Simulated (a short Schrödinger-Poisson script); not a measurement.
Structure: MOS inversion layer, SiO2 on p-type Si(110), at 400 K.

| layer | material | thickness (nm) | Na (cm⁻³) |
|---|---|---|---|
| 1 | SiO2 | 1.7 | - |
| 2 | Si | 770 | 3.1e17 |

The device is made up for the run: typed textbook-type constants, with dimensions and the other settings drawn at random. SiO2: permittivity 3.9, conduction-band edge (eV) 3.15, gap (eV) 9, electron mass (mₑ) 0.5. Si: permittivity 11.7, conduction-band edge (eV) 0, gap (eV) 1.124, Nv at 300 K (cm⁻³) 3.1e19.

Channel valleys (confinement mass, in-plane density-of-states mass, number): Δ4 0.315, 0.324, 4; Δ2 0.19, 0.417, 2. At the gate the conduction-band edge of layer 1 lies 3.64 eV − eVg above the Fermi level of the channel; the field vanishes at the back. Gaps are held at their typed values at every temperature. Mesh 0.03 nm at interfaces.

Solved with a short Schrödinger-Poisson script written for these runs: 1D Poisson equation in equilibrium, electrons quantum, Hartree (BenDaniel-Duke, 12 states a valley, the channel's in-plane mass for all, wave functions ending at the dielectric), parabolic valleys, classical holes, full ionisation, no traps, pinning or gate leakage.

Only gate voltages with over 1e8 electrons/cm² are shown.

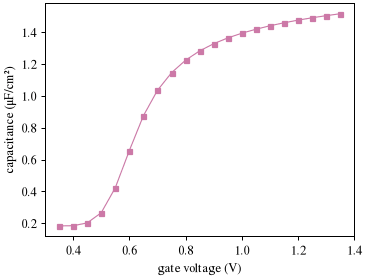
Fig. 1. Quasi-static capacitance against gate voltage

| Vg (V) | electrons (cm⁻²) | C (μF/cm²) | Δ4 E0 (meV) | Δ4 E1 (meV) | Δ2 E0 (meV) | Δ2 E1 (meV) |
|---|---|---|---|---|---|---|
| 0.35 | 7.78e8 | 0.184 | 363.9 | 433.5 | 381.2 | 462.6 |
| 0.45 | 9.21e9 | 0.203 | 277.9 | 351.0 | 296.1 | 381.6 |
| 0.55 | 9.14e10 | 0.423 | 198.1 | 274.7 | 217.2 | 306.7 |
| 0.65 | 4.41e11 | 0.876 | 142.8 | 223.6 | 163.3 | 256.9 |
| 0.75 | 1.05e12 | 1.15 | 111.5 | 197.0 | 133.8 | 231.4 |
| 0.85 | 1.80e12 | 1.28 | 91.8 | 182.1 | 116.0 | 217.2 |
| 0.95 | 2.62e12 | 1.36 | 77.6 | 172.5 | 103.8 | 208.4 |
| 1.05 | 3.49e12 | 1.42 | 66.6 | 165.9 | 94.6 | 202.4 |
| 1.15 | 4.39e12 | 1.46 | 57.5 | 161.0 | 87.4 | 198.1 |
| 1.25 | 5.31e12 | 1.49 | 49.8 | 157.3 | 81.5 | 194.9 |
| 1.35 | 6.24e12 | 1.52 | 43.0 | 154.4 | 76.5 | 192.5 |

Subbands count from the Fermi level.
